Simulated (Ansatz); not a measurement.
# CF3 (trifluoromethyl radical): levels of theory compared

Aim: a comparison of 6 runs (U-r2SCAN0/STO-3G, U-revPBE/STO-3G, UB2PLYP/STO-3G, UCAM-B3LYP/STO-3G, UPBE/STO-3G, FCI/STO-3G) of CF3 (trifluoromethyl radical). 

The calculation is run with Ansatz 0.2.0.

31 further runs of the same task are left out: 6 that didn't finish, 25 set aside as unsound or not needed.

### 1 The system as given

CF3 has 4 atoms, charge 0, and is taken as a doublet. As SMILES, `F[C](F)F`. The F4–C2 distance was set to 2.625 Å, away from the relaxed value. At this shape a bond of the SMILES string is far longer than usual.

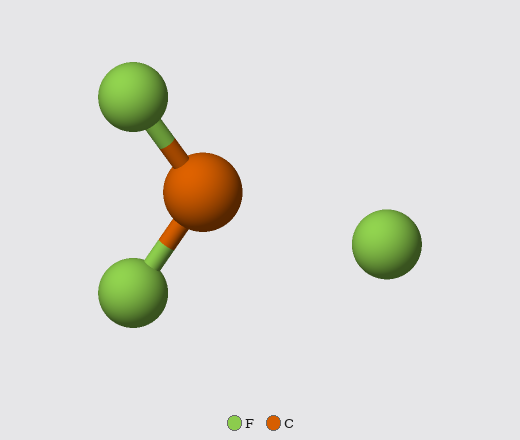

The structure, seen from a chosen angle (fluorine green, carbon orange).

### 2 A single-point energy at U-r2SCAN0/STO-3G (run 1)

File molecule.yaml:

```yaml
crystal:
  periodic: [false, false, false]
  atoms:
    - {symbol: F, position_ang: [-1.875080, -1.114064, 0.184603]}
    - {symbol: C, position_ang: [-0.687080, -1.198464, -0.367497]}
    - {symbol: F, position_ang: [0.011320, -2.183864, 0.146503]}
    - {symbol: F, position_ang: [0.608100, 1.079500, -0.205900]}
basis:
  gaussian:
    orbitals: STO-3G
magnetization:
  spin_polarized: true
  initial_magnetization: 1
hamiltonian:
  xc: {name: r2SCAN0}
accuracy: high
```

On the command line:

```console
$ ansatz run molecule.yaml --threads 1 --pin off --max-ram 2610MiB --events-out events.jsonl --progress --plain --runs-dir runs
```

Log:

```text
Warning: RAYON_NUM_THREADS=1 ignored (pool sized by the plan → 1); use --threads N
Functional definition: r2SCAN0
  name "r2SCAN0"
  parameter a = 0.25
  parameter k0 = 0.174
  parameter k1 = 0.065
  parameter a1 = 4.9479
  exchange = (1 - a)*r2scan_x(k0 = k0, k1 = k1, a1 = a1) + a*exact_x
  correlation = r2scan_c
337 factors; integrals over basis functions are off by at most 3.4e-8 eV
mean field evaluation 1: about -9036.1827 eV, gradient 1.3e1 eV
mean field evaluation 2: about -8649.0426 eV, gradient 2.8e1 eV
mean field evaluation 4: about -9023.9145 eV, gradient 4.7e1 eV
mean field evaluation 8: about -9048.2986 eV, gradient 2.1e-1 eV
mean field evaluation 16: about -9048.2859 eV, gradient 2.4e-5 eV
mean field evaluation 32: about -9048.2859 eV, gradient 1.3e-8 eV
mean field -9048.28593588 eV, -332.5183749949 hartree, gradient 5.3e-8 eV, S^2 0.792155; 6 other end points of the search recorded, 0 dependent functions left out
reference -9048.28593605 eV, -332.5183750012 hartree; 17, 16 occupied and 3, 4 virtual orbitals, 337 factors
Total energy: -9048.28593605 eV, -332.5183750012 hartree
```

Run time: 15 s. Hardware: 1 thread of Arm Neoverse V2, shared host; peak memory 0.22 GiB.

### 3 The energy at U-revPBE/STO-3G (run 2)

File input.yaml:

```yaml
crystal:
  periodic: [false, false, false]
  atoms:
    - {symbol: F, position_ang: [-1.875080, -1.114064, 0.184603]}
    - {symbol: C, position_ang: [-0.687080, -1.198464, -0.367497]}
    - {symbol: F, position_ang: [0.011320, -2.183864, 0.146503]}
    - {symbol: F, position_ang: [0.608100, 1.079500, -0.205900]}
basis:
  gaussian:
    orbitals: STO-3G
accuracy: high
hamiltonian:
  xc: {name: revPBE}
magnetization:
  spin_polarized: true
  initial_magnetization: 1
```

On the command line:

```console
$ ansatz run input.yaml --threads 1 --pin off --max-ram 2610MiB --events-out events.jsonl --progress --plain --runs-dir runs
```

Log:

```text
Warning: RAYON_NUM_THREADS=1 ignored (pool sized by the plan → 1); use --threads N
Functional definition: revPBE
  name "revPBE"
  parameter kappa = 1.245
  parameter beta = 0.06672455060314922
  exchange = pbe_x(kappa = kappa, mu = beta*pi^2/3)
  correlation = pbe_c(beta = beta)
337 factors; integrals over basis functions are off by at most 3.4e-8 eV
mean field evaluation 1: about -9037.3186 eV, gradient 1.6e1 eV
mean field evaluation 2: about -8648.2511 eV, gradient 2.2e1 eV
mean field evaluation 4: about -9035.6022 eV, gradient 9.8e0 eV
mean field evaluation 8: about -9048.7282 eV, gradient 1.4e0 eV
mean field evaluation 16: about -9048.7237 eV, gradient 5.9e-7 eV
mean field evaluation 32: about -9048.7102 eV, gradient 2.2e-1 eV
mean field -9048.72374465 eV, -332.5344641706 hartree, gradient 2.6e-8 eV, S^2 0.760050; 8 other end points of the search recorded, 0 dependent functions left out
reference -9048.72374568 eV, -332.5344642084 hartree; 17, 16 occupied and 3, 4 virtual orbitals, 337 factors
Total energy: -9048.72374568 eV, -332.5344642084 hartree
```

Wall time 2.7 s (1 thread of Arm Neoverse V2, shared host); peak memory 0.12 GiB.

Run 3 isn't shown in full; the table further down has it.

### 4 The energy at UCAM-B3LYP/STO-3G (run 4)

Edit input.yaml of step 3 so:

```diff
@@ -8,9 +8,5 @@
 basis:
-  gaussian:
-    orbitals: STO-3G
+  gaussian: {orbitals: STO-3G}
 accuracy: high
-hamiltonian:
-  xc: {name: revPBE}
-magnetization:
-  spin_polarized: true
-  initial_magnetization: 1
+magnetization: {spin_polarized: true, initial_magnetization: 1}
+hamiltonian: {xc: {name: CAM-B3LYP}}
```

On the command line:

```console
$ ansatz run input.yaml --threads 1 --pin off --max-ram 2610MiB --events-out events.jsonl --progress --plain --runs-dir runs
```

Log (excerpt; [...] marks lines left out):

```text
Warning: RAYON_NUM_THREADS=1 ignored (pool sized by the plan → 1); use --threads N
Functional definition: CAM-B3LYP
  name "CAM-B3LYP"
[...]
337 factors; integrals over basis functions are off by at most 3.4e-8 eV
164 factors; integrals over basis functions are off by at most 6.4e-10 eV
[...]
mean field -9047.24673948 eV, -332.4801852317 hartree, gradient 3.5e-8 eV, S^2 0.767692; 6 other end points of the search recorded, 0 dependent functions left out
reference -9047.24674743 eV, -332.4801855239 hartree; 17, 16 occupied and 3, 4 virtual orbitals, 337 factors
Total energy: -9047.24674743 eV, -332.4801855239 hartree
```

It took 3.9 s on 1 thread of Arm Neoverse V2, shared host; peak memory 0.13 GiB.

Run 5 isn't shown in full; the table further down has it.

### 5 A single-point energy at FCI/STO-3G (run 6)

Edit molecule.yaml of step 2 so:

```diff
@@ -8,9 +8,5 @@
 basis:
-  gaussian:
-    orbitals: STO-3G
-magnetization:
-  spin_polarized: true
-  initial_magnetization: 1
-hamiltonian:
-  xc: {name: r2SCAN0}
+  gaussian: {orbitals: STO-3G}
+correlation: {method: fci, frozen_orbitals: {C: 1, F: 1}}
+magnetization: {spin_polarized: true, initial_magnetization: 1}
 accuracy: high
```

On the command line:

```console
$ ansatz run molecule.yaml --threads 1 --pin off --max-ram 2610MiB --events-out events.jsonl --progress --plain --runs-dir runs
```

Log (excerpt; [...] marks lines left out):

```text
Warning: RAYON_NUM_THREADS=1 ignored (pool sized by the plan → 1); use --threads N
Functional definition: HF
  name "HF"
[...]
337 factors; integrals over basis functions are off by at most 3.4e-8 eV
[...]
mean field -9017.41377255 eV, -331.3838439186 hartree, gradient 2.9e-8 eV, S^2 1.008284; 14 other end points of the search recorded, 0 dependent functions left out
[...]
4 core orbitals not correlated: weight in the atoms' cores, before any rotation towards them, 1.000 or more for the frozen orbitals, at most 0.000 for the correlated occupied ones
reference -9017.31604465 eV, -331.3802524845 hartree; 13, 12 occupied and 3, 4 virtual orbitals, 337 factors
state -9020.60718164 eV, -331.5011995380 hartree
Total energy: -9020.60718164 eV, -331.5011995380 hartree
```

Wall time 19 s (1 thread of Arm Neoverse V2, shared host); peak memory 0.24 GiB.

### 6 The series

```tsv
run	level	frozen core orbitals	energy (Eh)	⟨S²⟩	wall time
1	U-r2SCAN0/STO-3G	–	-332.518375	0.792	15 s
2	U-revPBE/STO-3G	–	-332.534464	0.760	2.7 s
3	UB2PLYP/STO-3G	4	-332.250679	0.804	4.8 s
4	UCAM-B3LYP/STO-3G	–	-332.480186	0.768	3.9 s
5	UPBE/STO-3G	–	-332.280455	0.760	2.8 s
6	FCI/STO-3G	4	-331.501200	–	19 s
```

### 7 Outcome

| quantity | value |
| --- | --- |
| run 6: total energy | -331.50120 Eh |
| run 6: correlation energy (4 core orbitals frozen) | -120.9 mEh |

**Reading.** Totals of different functionals can't be ranked against each other. In runs 1, 2, 3, 4, 5, 6 the basis is minimal, so the values are rough. Spin contamination of the reference: run 6 ⟨S²⟩ = 1.01. All runs together took 48 s, the longest 19 s.
